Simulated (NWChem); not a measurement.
# Energy and gradient calculation, with input and output: C3H8O2 (part 1 of 2)

C3H8O2, SMILES COCOC, computed with CAM-B3LYP/cc-pVDZ, RKS (NWChem 7.3.0).

The geometry comes from this level: PBE0-D4/def2-TZVP.

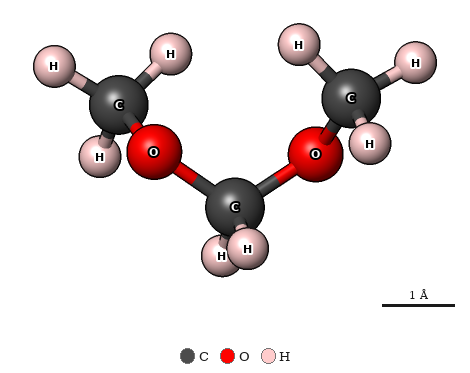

Fig. 1: The structure (ball-and-stick view, seen at a tilt). Bond lengths as drawn: C–H 1.09 to 1.10 Å and C–O 1.39 to 1.41 Å.

### Input
```
start nw
memory total 2200 mb
geometry units angstroms noautosym nocenter noautoz
  load nw.xyz
end
basis spherical bse
  * library cc-pVDZ
end
dft
  xc xcamb88 1.00 lyp 0.81 vwn_5 0.19 hfexch 1.00
  cam 0.33 cam_alpha 0.19 cam_beta 0.46
  grid fine
  convergence energy 1e-08
  direct
  maxiter 100
  mulliken
  noprint "final vectors analysis"
end
task dft gradient
```

### File nw.xyz
```
13

C     -1.024400    -0.789300     1.349800
O      0.262200    -0.255300     1.139700
C      0.811400    -0.614800    -0.087400
O      0.154100    -0.062300    -1.182600
C      0.296400     1.336700    -1.267600
H     -1.339600    -0.485400     2.347600
H     -1.007500    -1.886200     1.298200
H     -1.743500    -0.416400     0.613700
H      0.761800    -1.701400    -0.234500
H      1.856200    -0.280600    -0.049300
H     -0.214200     1.657300    -2.175200
H      1.355300     1.620400    -1.333200
H     -0.147600     1.842600    -0.404500
```

Run on 1 thread of Intel Xeon @ 2.50GHz (Skylake/Cascade Lake), 16 GiB of memory available, shared host.

Run as:
```bash
nwchem nw.nw > nw.out
```

### The program's output
```
Northwest Computational Chemistry Package (NWChem) 7.3.0
             --------------------------------------------------------

           Job information
           ---------------

    nwchem branch   = 7.3.0
    use scalapack   = T
    input           = nw.nw
    prefix          = nw.
    data base       = ./nw.db
    status          = startup
    nproc           =        1

           Memory information
           ------------------

    heap     =     72089594 doubles =      550.0 Mbytes
    stack    =     72089599 doubles =      550.0 Mbytes
    global   =    144179200 doubles =     1100.0 Mbytes (distinct from heap & stack)
    total    =    288358393 doubles =     2200.0 Mbytes
    verify   = yes
    hardfail = no

           Directory information
           ---------------------

  0 permanent = .
  0 scratch   = .

                                NWChem Input Module
                                -------------------

 Scaling coordinates for geometry "geometry" by  1.889725989
 (inverse scale =  0.529177249)

                             Geometry "geometry" -> ""
                             -------------------------

 Output coordinates in angstroms (scale by  1.889725989 to convert to a.u.)

  No.       Tag          Charge          X              Y              Z
 ---- ---------------- ---------- -------------- -------------- --------------
    1 C                    6.0000    -1.02440000    -0.78930000     1.34980000
    2 O                    8.0000     0.26220000    -0.25530000     1.13970000
    3 C                    6.0000     0.81140000    -0.61480000    -0.08740000
    4 O                    8.0000     0.15410000    -0.06230000    -1.18260000
    5 C                    6.0000     0.29640000     1.33670000    -1.26760000
    6 H                    1.0000    -1.33960000    -0.48540000     2.34760000
    7 H                    1.0000    -1.00750000    -1.88620000     1.29820000
    8 H                    1.0000    -1.74350000    -0.41640000     0.61370000
    9 H                    1.0000     0.76180000    -1.70140000    -0.23450000
   10 H                    1.0000     1.85620000    -0.28060000    -0.04930000
   11 H                    1.0000    -0.21420000     1.65730000    -2.17520000
   12 H                    1.0000     1.35530000     1.62040000    -1.33320000
   13 H                    1.0000    -0.14760000     1.84260000    -0.40450000

      Atomic Mass
      -----------

      C                 12.000000
      O                 15.994910
      H                  1.007825

 Effective nuclear repulsion energy (a.u.)     199.3786533425

            Nuclear Dipole moment (a.u.)
            ----------------------------
        X                 Y               Z
 ---------------- ---------------- ----------------
     6.3337945959    -4.9036499678    -0.5888386180

            XYZ format geometry
            -------------------
    13
 geometry
 C                    -1.02440000    -0.78930000     1.34980000
 O                     0.26220000    -0.25530000     1.13970000
 C                     0.81140000    -0.61480000    -0.08740000
 O                     0.15410000    -0.06230000    -1.18260000
 C                     0.29640000     1.33670000    -1.26760000
 H                    -1.33960000    -0.48540000     2.34760000
 H                    -1.00750000    -1.88620000     1.29820000
 H                    -1.74350000    -0.41640000     0.61370000
 H                     0.76180000    -1.70140000    -0.23450000
 H                     1.85620000    -0.28060000    -0.04930000
 H                    -0.21420000     1.65730000    -2.17520000
 H                     1.35530000     1.62040000    -1.33320000
 H                    -0.14760000     1.84260000    -0.40450000

 ==============================================================================
                                internuclear distances
 ------------------------------------------------------------------------------
       center one      |      center two      | atomic units |  angstroms
 ------------------------------------------------------------------------------
    2 O                |   1 C                |     2.66219  |     1.40877
    3 C                |   2 O                |     2.62980  |     1.39163
    4 O                |   3 C                |     2.62989  |     1.39168
    5 C                |   4 O                |     2.66222  |     1.40879
    6 H                |   1 C                |     2.05912  |     1.08964
    7 H                |   1 C                |     2.07538  |     1.09824
    8 H                |   1 C                |     2.06837  |     1.09453
    9 H                |   3 C                |     2.07423  |     1.09763
   10 H                |   3 C                |     2.07418  |     1.09761
   11 H                |   5 C                |     2.05905  |     1.08960
   12 H                |   5 C                |     2.07531  |     1.09821
   13 H                |   5 C                |     2.06838  |     1.09454
 ------------------------------------------------------------------------------
                         number of included internuclear distances:         12
 ==============================================================================

 ==============================================================================
                                 internuclear angles
 ------------------------------------------------------------------------------
        center 1       |       center 2       |       center 3       |  degrees
 ------------------------------------------------------------------------------
    2 O                |   1 C                |   6 H                |   107.16
    2 O                |   1 C                |   7 H                |   110.95
    2 O                |   1 C                |   8 H                |   111.75
    6 H                |   1 C                |   7 H                |   109.03
    6 H                |   1 C                |   8 H                |   109.32
    7 H                |   1 C                |   8 H                |   108.59
    1 C                |   2 O                |   3 C                |   113.20
    2 O                |   3 C                |   4 O                |   113.89
    2 O                |   3 C                |   9 H                |   110.86
    2 O                |   3 C                |  10 H                |   105.45
    4 O                |   3 C                |   9 H                |   105.44
    4 O                |   3 C                |  10 H                |   110.86
    9 H                |   3 C                |  10 H                |   110.43
    3 C                |   4 O                |   5 C                |   113.20
    4 O                |   5 C                |  11 H                |   107.16
    4 O                |   5 C                |  12 H                |   110.95
    4 O                |   5 C                |  13 H                |   111.74
   11 H                |   5 C                |  12 H                |   109.03
   11 H                |   5 C                |  13 H                |   109.31
   12 H                |   5 C                |  13 H                |   108.59
 ------------------------------------------------------------------------------
                            number of included internuclear angles:         20
 ==============================================================================

 Summary of "ao basis" -> "" (spherical)
 ------------------------------------------------------------------------------
       Tag                 Description            Shells   Functions and Types
 ---------------- ------------------------------  ------  ---------------------
 *                          cc-pVDZ                   on all atoms

                                 NWChem DFT Module
                                 -----------------

                      Basis "ao basis" -> "ao basis" (spherical)
                      -----
  [basis functions not shown]

 Summary of "ao basis" -> "ao basis" (spherical)
 ------------------------------------------------------------------------------
       Tag                 Description            Shells   Functions and Types
 ---------------- ------------------------------  ------  ---------------------
 C                          cc-pVDZ                  6       14   3s2p1d
 O                          cc-pVDZ                  6       14   3s2p1d
 H                          cc-pVDZ                  3        5   2s1p

 Summary of "ao basis" -> "ao basis" (spherical)
 ------------------------------------------------------------------------------
       Tag                 Description            Shells   Functions and Types
 ---------------- ------------------------------  ------  ---------------------
 C                          cc-pVDZ                  6       14   3s2p1d
 O                          cc-pVDZ                  6       14   3s2p1d
 H                          cc-pVDZ                  3        5   2s1p

  int_init: cando_txs set to always be  F
  Caching 1-el integrals
  itol2e modified to match energy
  convergence criterion.
  tol_rho modified to match energy
  convergence criterion.

            General Information
            -------------------
          SCF calculation type: DFT
          Wavefunction type:  closed shell.
          No. of atoms     :    13
          No. of electrons :    42
           Alpha electrons :    21
            Beta electrons :    21
          Charge           :     0
          Spin multiplicity:     1
          Use of symmetry is: off; symmetry adaption is: off
          Maximum number of iterations: 100
          This is a Direct SCF calculation.
          AO basis - number of functions:   110
                     number of shells:    54
          Convergence on energy requested:  1.00D-08
          Convergence on density requested:  1.00D-05
          Convergence on gradient requested:  5.00D-04

              XC Information
              --------------
                     Hartree-Fock (Exact) Exchange  1.000
                   CAM-Becke88 Exchange Functional  1.000
                      VWN V Correlation Functional  0.190 local
              Lee-Yang-Parr Correlation Functional  0.810

           Range-Separation Parameters
           ---------------------------
           Alpha           :  0.19
           Beta            :  0.46
           Gamma           :  0.33
           Short-Range HF  :     F

             Grid Information
             ----------------
          Grid used for XC integration:  fine
          Radial quadrature: Mura-Knowles
          Angular quadrature: Lebedev.
          Tag              B.-S. Rad. Rad. Pts. Rad. Cut. Ang. Pts.
          ---              ---------- --------- --------- ---------
          C                   0.70       70          12.0       590
          O                   0.60       70          11.0       590
          H                   0.35       60          13.0       590
          Grid pruning is: on
          Number of quadrature shells:   830
          Spatial weights used:  Erf1
```
